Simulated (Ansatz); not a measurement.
BH3O2···HF

The calculation's input:

```
crystal:
  periodic: [false, false, false]
  atoms:
    - {symbol: B, position_ang: [-0.432517, 0.449985, -0.376888]}
    - {symbol: H, position_ang: [0.066686, 0.539808, -1.457546]}
    - {symbol: O, position_ang: [-1.571987, 1.086978, -0.015645]}
    - {symbol: O, position_ang: [0.181634, -0.342036, 0.550603]}
    - {symbol: H, position_ang: [1.599454, -1.245091, 0.357706]}
    - {symbol: F, position_ang: [2.384559, -1.748015, 0.256167]}
    - {symbol: H, position_ang: [-1.951753, 1.625648, -0.712062]}
    - {symbol: H, position_ang: [-0.276176, -0.367175, 1.397763]}
basis:
  gaussian: {orbitals: def2-TZVPP}
hamiltonian: {xc: pbe0, dispersion: d4}
output: {orbitals: {seedname: orbitals}}
```

Run with:

```sh
ansatz run in.yaml --threads 2 --pin off --events-out ev --progress --plain --max-ram 4352MiB
```

The reactant side of a reaction path; geometry: PBE0-D4/def2-TZVP.

Computed with Ansatz, RKS PBE0-D4/def2-TZVPP.

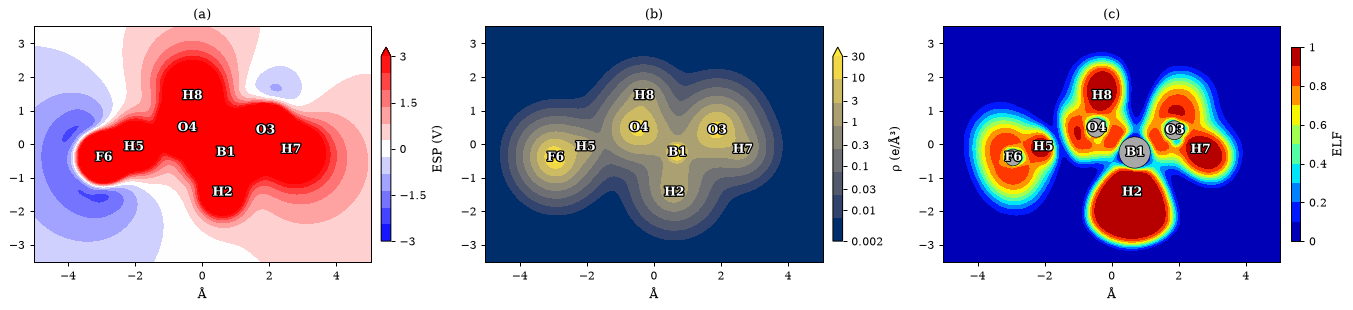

Figure 1. (a) electrostatic potential; (b) electron density; (c) electron localisation function on the molecular plane. Grey discs cover the atomic cores in the ELF map.

Question: What does the map show?

Answer: Atoms in the plane: B, H, O and F. O4···H5 (1.69 Å): the density falls to about 0.29 e/Å³ on the way; the ELF dips to about 0.15 between them: by its geometry a hydrogen bond between the two molecules, with no shared pair. B–O (1.35 Å): the density is about 2.2 e/Å³ at the midpoint; the ELF peaks at about 0.90 between the atoms (a polar covalent bond). F–H (0.94 Å): ρ at the midpoint is about 4.6 e/Å³; the ELF climbs to about 0.95 towards the hydrogen, as it does in any bond to H: a covalent bond by its length. O–H (0.96 Å): ρ at the midpoint is about 3.9 e/Å³; the ELF climbs to about 1 towards the hydrogen; a covalent bond by its length. B–H (1.19 Å): ρ is about 1.3 e/Å³ halfway; the ELF climbs to about 1 towards the hydrogen: an ordinary covalent bond to hydrogen. The ELF also peaks beside F6 and O3, away from the bonds: lone-pair regions. Outside the dense part of the complex the potential is most negative (−2.0 V) near F6.

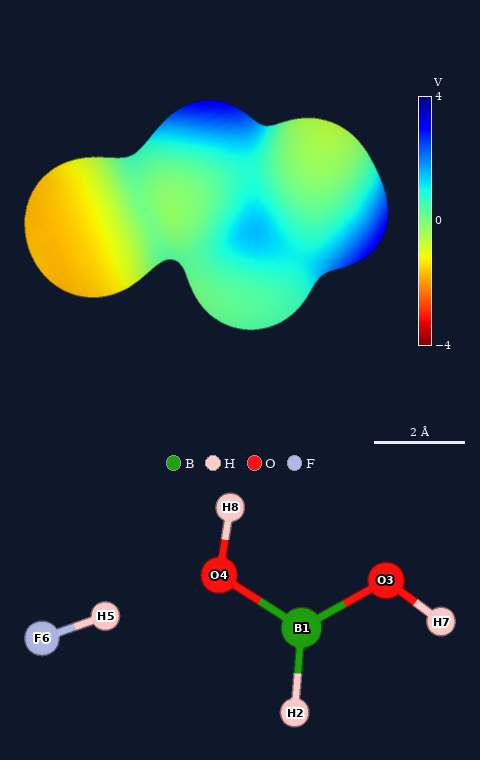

Figure 2. The molecular electrostatic potential painted on the density surface at 0.002 e/bohr³, seen across its widest extent; red is negative and blue positive. The bare structure is drawn below in the same view.

Question: Describe the electrostatic potential map.

Answer: The most negative region (about −1.8 V) lies over F6, the most positive (about +3.2 V) over H7 and H8.

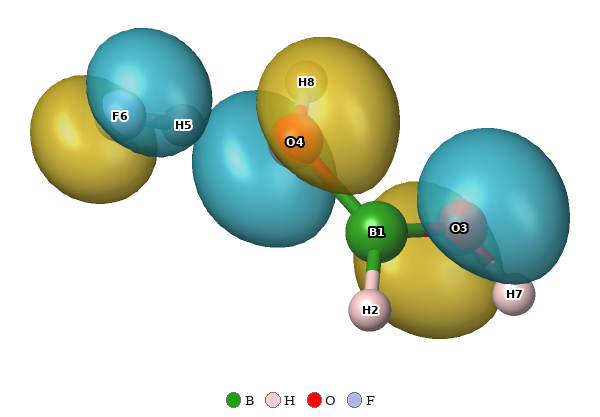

Figure 3. The HOMO at ±0.1 Å⁻³ᐟ² (yellow and cyan are the two phases), seen at an oblique angle.

Question: Where does this orbital lie, and at what energy?

Answer: It lies mainly on O3 (about 35 %), O4 (about 30 %) and F6 (about 20 %); it changes sign across the molecular plane (π type). Its energy is −10.20 eV.
